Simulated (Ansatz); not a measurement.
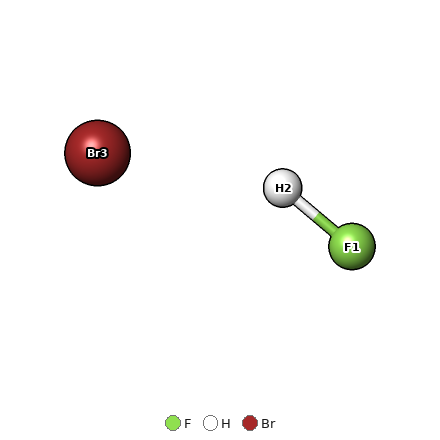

The system is F⁻ + HBr; the picture shows the reference structure. The first coordinate is: distance F1–H2; the second: distance H2–Br3. Nothing is relaxed (the angle F1–H2–Br3 is fixed at 140 degrees). The scan uses a 17 × 17 grid. Energies are in eV, from the lowest grid point. The reference is spin-restricted, so regions where a bond is pulled apart into radicals lie too high. The calculation used RKS PBE0-D4/def2-TZVPD (Ansatz).

Its coordinates:

```xyz
3

F    -0.9550    0.0000    0.0000
H     0.0000    0.0000    0.0000
Br    1.7573    1.4746    0.0000
```

Range: distance F1–H2 from 0.728 to 2.728 Å; distance H2–Br3 from 1.208 to 3.208 Å.

> Predict the map.

The lowest grid point is at distance F1–H2 = 0.955 Å, distance H2–Br3 = 2.294 Å. It is the only kind of minimum in the scanned range. The highest grid point, distance F1–H2 = 0.728 Å, distance H2–Br3 = 1.208 Å, lies 11.30 eV above the lowest.

```tsv
distance H2–Br3 ↓, distance F1–H2 →	0.782	0.955	1.169	1.411	1.675	1.957	2.255	2.567
3.208	1.14	0.27	1.19	2.64	3.93	4.91	5.61	6.09
2.889	1.08	0.17	1.03	2.41	3.64	4.58	5.25	5.71
2.584	1.03	0.06	0.84	2.11	3.26	4.14	4.77	5.21
2.294	1.07	0.00	0.64	1.76	2.79	3.58	4.15	4.56
2.020	1.31	0.06	0.48	1.38	2.24	2.92	3.42	3.77
1.767	1.98	0.42	0.48	1.09	1.73	2.25	2.65	2.94
1.538	3.47	1.39	0.91	1.10	1.46	1.82	2.11	2.33
1.342	6.15	3.28	2.08	1.76	1.82	2.01	2.20	2.37
1.208	9.33	5.69	3.80	3.03	2.85	2.92	3.05	3.19
```

The table holds every second grid line.

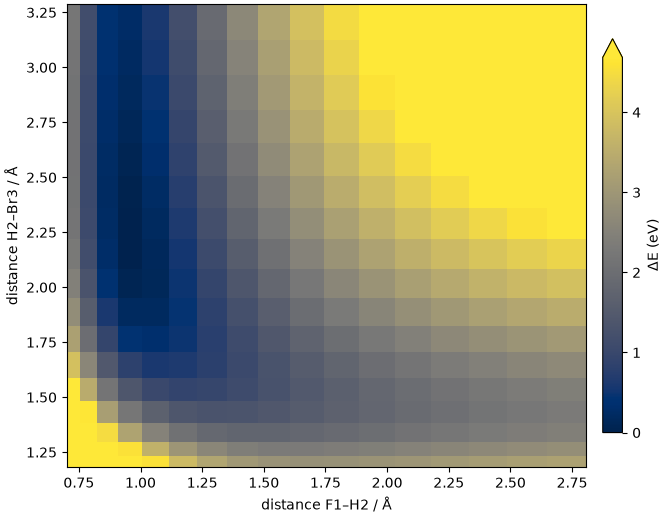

In the figure: one coloured cell a grid point, one colour for all values above the top of the scale.

The whole map (289 points run) took 18 min on 1 thread of Arm Neoverse N1, on a shared host.
